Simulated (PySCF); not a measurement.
Consider C$_{6}$H$_{11}$NSi$_{2}$ (SMILES CC#CC#CCN([SiH3])[SiH3]).

```yaml
atoms:
  - { symbol: C, position_ang: [5.0031, -0.7822, -0.7607] }
  - { symbol: C, position_ang: [3.6427, -0.5234, -0.3337] }
  - { symbol: C, position_ang: [2.4987, -0.3058, 0.0255] }
  - { symbol: C, position_ang: [1.2116, -0.0625, 0.4296] }
  - { symbol: C, position_ang: [0.0685, 0.1551, 0.7935] }
  - { symbol: C, position_ang: [-1.3166, 0.4063, 1.1898] }
  - { symbol: N, position_ang: [-2.2776, 0.3550, 0.0882] }
  - { symbol: Si, position_ang: [-2.5042, 1.8181, -0.8481] }
  - { symbol: Si, position_ang: [-2.8152, -1.2298, -0.4313] }
  - { symbol: H, position_ang: [5.6026, -1.2015, 0.0629] }
  - { symbol: H, position_ang: [5.0253, -1.5027, -1.5937] }
  - { symbol: H, position_ang: [5.4957, 0.1428, -1.1003] }
  - { symbol: H, position_ang: [-1.3720, 1.3933, 1.6859] }
  - { symbol: H, position_ang: [-1.6024, -0.3265, 1.9678] }
  - { symbol: H, position_ang: [-2.6694, 2.9561, 0.1088] }
  - { symbol: H, position_ang: [-3.7293, 1.6421, -1.6796] }
  - { symbol: H, position_ang: [-1.3536, 2.1437, -1.7484] }
  - { symbol: H, position_ang: [-4.0182, -1.0435, -1.2924] }
  - { symbol: H, position_ang: [-3.1537, -2.0218, 0.7918] }
  - { symbol: H, position_ang: [-1.7862, -1.9960, -1.2019] }
```

Geometry: PBE0-D3(BJ)/def2-SVP.

Theory: PySCF 2.14.0, PBE0/pcSseg-1, SCF density, gas phase, non-relativistic.

> What can the converged electron density and electron localisation function tell about the bonding?

C–C (1.22 Å): ρ is about 2.6 e/Å³ halfway; the ELF peaks at about 0.85 between the atoms: a short, multiple covalent bond.
C–H (1.10 Å): ρ is about 1.9 e/Å³ halfway; the ELF climbs to about 1 towards the hydrogen, as it does in any bond to H; a covalent bond by its length.
C–C (1.37 Å): ρ is about 2 e/Å³ halfway; the ELF peaks at about 0.95 between the atoms: localised, covalent bonding.
Si–H (1.50 Å): the density is about 0.78 e/Å³ at the midpoint; the ELF climbs to about 1 towards the hydrogen.

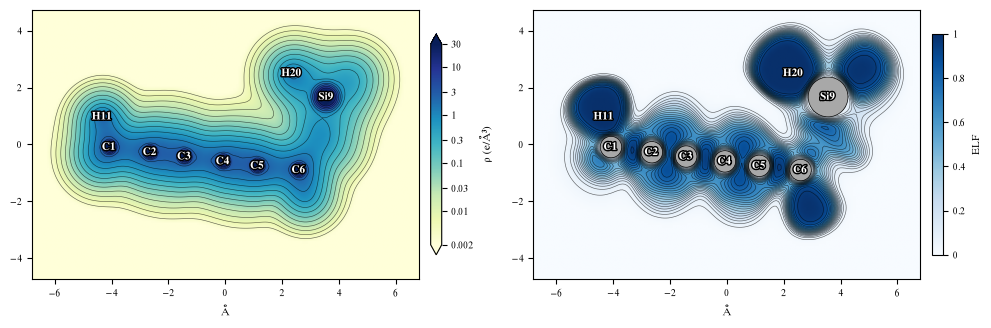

Computed electron density and electron localisation function on the plane of atoms C2, C1 and H11, in this order. Grey discs cover the atomic cores in the ELF map. 
